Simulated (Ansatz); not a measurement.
**SnH2ClO2 (SMILES [OH][Sn]([OH])[Cl]) at UCAM-B3LYP/def2-SVP (core potential)**

Aim: the vertical doublet–quartet gap of SnH2ClO2 at UCAM-B3LYP/def2-SVP (core potential), from 2 runs. 

Program for the calculation: Ansatz 0.2.0.

63 further runs of the same task are left out: 63 set aside as unsound or not needed.

### Step 1. Starting point

SnH2ClO2: 6 atoms, total charge 0, spin state doublet. SMILES: `[OH][Sn]([OH])[Cl]`. Geometry: relaxed at PBE0-D4/def2-TZVP. This is one conformer, not always the lowest.

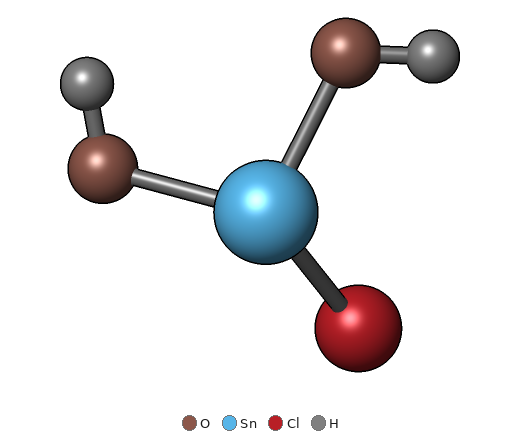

Viewed from a chosen angle; oxygen brown, tin blue, chlorine red, hydrogen grey.

### Step 2. The energy at UCAM-B3LYP/def2-SVP (core potential)

Input file in.yaml:

```yaml
basis:
  gaussian: {orbitals: def2-SVP}
crystal:
  periodic: [false, false, false]
  atoms:
    - {symbol: O, position_ang: [-0.447400, 1.400500, -0.158300]}
    - {symbol: Sn, position_ang: [0.371800, -0.318200, -0.659700]}
    - {symbol: O, position_ang: [1.256500, -0.847900, 1.007700]}
    - {symbol: Cl, position_ang: [-1.328200, -1.877100, -1.106600]}
    - {symbol: H, position_ang: [-1.182700, 1.666400, -0.718500]}
    - {symbol: H, position_ang: [1.372100, -0.087800, 1.589200]}
magnetization: {spin_polarized: true, initial_magnetization: 1}
hamiltonian: {xc: {name: CAM-B3LYP}}
accuracy: high
output: {orbitals: {seedname: orbitals}}
```

On the command line:

```console
$ ansatz run in.yaml --threads 1 --pin off --max-ram 3480MiB --events-out events.jsonl --progress --plain --runs-dir runs
```

What it wrote:

```text
Warning: RAYON_NUM_THREADS=1 ignored (pool sized by the plan → 1); use --threads N
Functional definition: CAM-B3LYP
  name "CAM-B3LYP"
  parameter alpha = 0.19
  parameter beta = 0.46
  parameter omega = 0.33/bohr
  parameter ac = 0.81
  exchange = (1 - alpha - beta)*b88_x + beta*b88_x_sr(omega) + alpha*exact_x + beta*exact_x_lr(omega)
  correlation = (1 - ac)*vwn5_c + ac*lyp_c
1801 factors; integrals over basis functions are off by at most 3.3e-9 eV
380 factors; integrals over basis functions are off by at most 1.4e-9 eV
mean field evaluation 1: about -22463.9185 eV, gradient 4.9e1 eV
mean field evaluation 2: about -22447.8282 eV, gradient 8.1e1 eV
mean field evaluation 4: about -22472.9589 eV, gradient 2.2e0 eV
mean field evaluation 8: about -22473.0869 eV, gradient 1.9e-1 eV
mean field evaluation 16: about -22473.0876 eV, gradient 6.4e-4 eV
mean field evaluation 32: about -22473.0876 eV, gradient 1.7e-8 eV
mean field -22473.08757394 eV, -825.8707355364 hartree, gradient 1.7e-8 eV, S^2 0.756371; 0 other end points of the search recorded, 0 dependent functions left out
reference -22473.08759178 eV, -825.8707361919 hartree; 29, 28 occupied and 53, 54 virtual orbitals, 1801 factors
Total energy: -22473.08759178 eV, -825.8707361919 hartree
```

It took 14 s on 1 thread of Arm Neoverse V2, shared host; peak memory 0.47 GiB.

### Step 3. The quartet, same level

Input file input.yaml:

```yaml
crystal:
  periodic: [false, false, false]
  atoms:
    - {symbol: O, position_ang: [-0.447400, 1.400500, -0.158300]}
    - {symbol: Sn, position_ang: [0.371800, -0.318200, -0.659700]}
    - {symbol: O, position_ang: [1.256500, -0.847900, 1.007700]}
    - {symbol: Cl, position_ang: [-1.328200, -1.877100, -1.106600]}
    - {symbol: H, position_ang: [-1.182700, 1.666400, -0.718500]}
    - {symbol: H, position_ang: [1.372100, -0.087800, 1.589200]}
basis:
  gaussian: {orbitals: def2-SVP}
magnetization: {spin_polarized: true, initial_magnetization: 3}
hamiltonian: {xc: {name: CAM-B3LYP}}
accuracy: high
output: {orbitals: {seedname: orbitals}}
```

On the command line:

```console
$ ansatz run input.yaml --threads 1 --pin off --max-ram 3480MiB --events-out events.jsonl --progress --plain --runs-dir runs
```

What it wrote, shortened:

```text
Warning: RAYON_NUM_THREADS=1 ignored (pool sized by the plan → 1); use --threads N
[... 2 set-up lines as earlier in the session ...]
[...]
1801 factors; integrals over basis functions are off by at most 3.3e-9 eV
380 factors; integrals over basis functions are off by at most 1.4e-9 eV
[...]
mean field -22466.04219000 eV, -825.6118224520 hartree, gradient 5.1e-8 eV, S^2 3.758269; 6 other end points of the search recorded, 0 dependent functions left out
reference -22466.04220833 eV, -825.6118231256 hartree; 30, 27 occupied and 52, 55 virtual orbitals, 1801 factors
Total energy: -22466.04220833 eV, -825.6118231256 hartree
```

It took 23 s on 1 thread of Arm Neoverse V2, shared host; peak memory 0.48 GiB.

### Step 4. Outcome

Level: UCAM-B3LYP/def2-SVP (core potential).

| quantity | value |
| --- | --- |
| doublet: total energy | -825.87074 Eh |
| doublet: HOMO energy (highest over α and β) | -8.18 eV |
| doublet: LUMO energy (lowest over α and β) | -3.19 eV |
| doublet: ⟨S²⟩ | 0.756 |
| quartet: total energy | -825.61182 Eh |
| quartet: HOMO energy (highest over α and β) | -3.43 eV |
| quartet: ⟨S²⟩ | 3.758 |
| vertical energy of the quartet above the doublet | 7.045 eV |

What this shows: At this shape the quartet lies 7.05 eV (680 kJ/mol) above the doublet.
